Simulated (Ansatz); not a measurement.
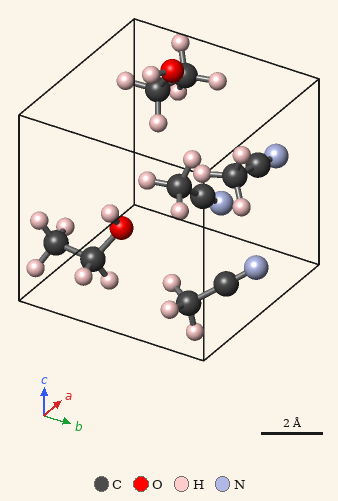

Starting frame of a dynamics run of a periodic cell with 2 CH3CH2OH + 3 CH3CN at 0.982 g/cm³. A ball-and-stick model of the simulation cell, seen from a free direction.

Level of theory: DFT r2SCAN-D3(BJ), scalar-relativistic, plane waves, PAW (Ansatz 0.2.0).

The input:
```yaml
accuracy: low
crystal:
  lattice:
    - [7.140037, 0.0, 0.0]
    - [0.0, 7.140037, 0.0]
    - [0.0, 0.0, 7.140037]
  atoms:
    - { symbol: C, position: [0.83996504, 0.37520155, 0.89868159] }
    - { symbol: C, position: [0.85871273, 0.2146385, 0.76160904] }
    - { symbol: O, position: [1.05406064, 0.1711826, 0.74738887] }
    - { symbol: H, position: [1.06251366, 0.05195386, 0.68274847] }
    - { symbol: H, position: [0.77823086, 0.09201854, 0.81103466] }
    - { symbol: H, position: [0.80154804, 0.25355873, 0.62307694] }
    - { symbol: H, position: [0.69411143, 0.42760238, 0.90510738] }
    - { symbol: H, position: [0.8776007, 0.3259107, 1.039275] }
    - { symbol: H, position: [0.93282056, 0.49292059, 0.85798081] }
    - { symbol: C, position: [0.19758425, 0.0772806, 0.23458285] }
    - { symbol: C, position: [0.33072234, 0.19383739, 0.11591566] }
    - { symbol: O, position: [0.50017316, 0.24254357, 0.21176509] }
    - { symbol: H, position: [0.57801645, 0.13201864, 0.21393769] }
    - { symbol: H, position: [0.3619304, 0.12343611, -0.01681497] }
    - { symbol: H, position: [0.26264108, 0.32580442, 0.07935937] }
    - { symbol: H, position: [0.07037024, 0.04580583, 0.15459538] }
    - { symbol: H, position: [0.26268487, -0.05414675, 0.27832202] }
    - { symbol: H, position: [0.16076811, 0.15044656, 0.3635441] }
    - { symbol: C, position: [0.51060776, 0.54888694, 0.52850281] }
    - { symbol: C, position: [0.4285919, 0.7276644, 0.57577514] }
    - { symbol: "N", position: [0.36222265, 0.86921072, 0.6187288] }
    - { symbol: H, position: [0.53593937, 0.53563672, 0.37822065] }
    - { symbol: H, position: [0.64415002, 0.53549366, 0.60086606] }
    - { symbol: H, position: [0.41958107, 0.4329895, 0.57020208] }
    - { symbol: C, position: [-0.01319108, 0.55231994, 0.34031229] }
    - { symbol: C, position: [-0.05380699, 0.70327305, 0.46821786] }
    - { symbol: "N", position: [-0.08669947, 0.82228353, 0.57242641] }
    - { symbol: H, position: [-0.03135974, 0.60037411, 0.19653218] }
    - { symbol: H, position: [0.1291032, 0.50109772, 0.36196003] }
    - { symbol: H, position: [-0.10858449, 0.43568514, 0.36378402] }
    - { symbol: C, position: [0.37294464, 0.68535696, 1.01587452] }
    - { symbol: C, position: [0.54341368, 0.78251178, 1.0629213] }
    - { symbol: "N", position: [0.6778876, 0.86098395, 1.10658129] }
    - { symbol: H, position: [0.40219135, 0.56499933, 0.92685008] }
    - { symbol: H, position: [0.30672043, 0.636172, 1.14304606] }
    - { symbol: H, position: [0.27846313, 0.7788063, 0.94172688] }
basis:
  ecutwfc: 500.0
kpoints:
  mp_grid: { grid: [1, 1, 1] }
hamiltonian:
  xc: r2scan
  dispersion: d3bj
scf:
  occupations: { method: fermi_dirac, width: 0.02 }
  lower_state_search: "off"
md:
  timestep: 0.75
  n_steps: 80
  ensemble: nvt_langevin
  temperature: 700.0
  initial_velocities: maxwell_boltzmann
  seed: 321511
  friction: 0.02
```

Launched with:
```bash
ansatz run input.yaml --threads 1 --pin off --max-ram 3072MiB --backend cpu --events-out ev --progress --plain --runs-dir out
```

Predict how the run goes.

Answer. Over the second half the temperature averages 645 K (spread ±72 K). The potential energy in the second half lies on average 67.7 meV per atom above the first frame. In the second half of the run the atoms are, in the root-mean-square, this far from where they began (common drift taken out): N 0.54 Å, H 0.51 Å, O 0.34 Å, C 0.28 Å. The heavy atoms stay within a fraction of a molecule's size of their starting places; so short a run doesn't tell a liquid from a solid.

Along the run (each row but the first and the last is the mean over the interval that it begins):

```tsv
time (fs)	potential energy (meV/atom)	T (K)
0.0	0.0	681
6.0	35.7	493
12.0	46.1	450
18.0	47.4	502
24.0	55.2	551
30.0	61.2	577
36.0	65.3	608
42.0	61.8	692
48.0	73.0	672
54.0	76.4	664
60.0	74.0	756
```

The paths of the atoms:

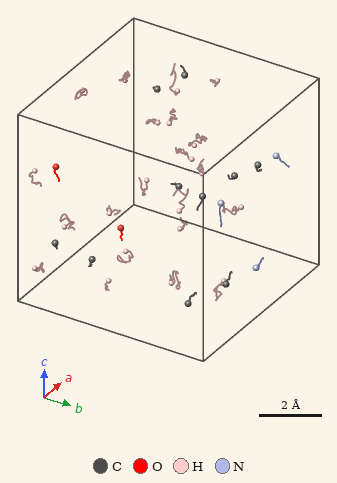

Limits of the set-up: the program's low-accuracy preset was used; the periodic images lie only 7.1 Å apart, so the values are limited by the cell's size.

Cost: 11 min on 1 thread of Intel(R) Xeon(R) 6975P-C (Granite Rapids), with other jobs on the host, peak memory 0.81 GiB.
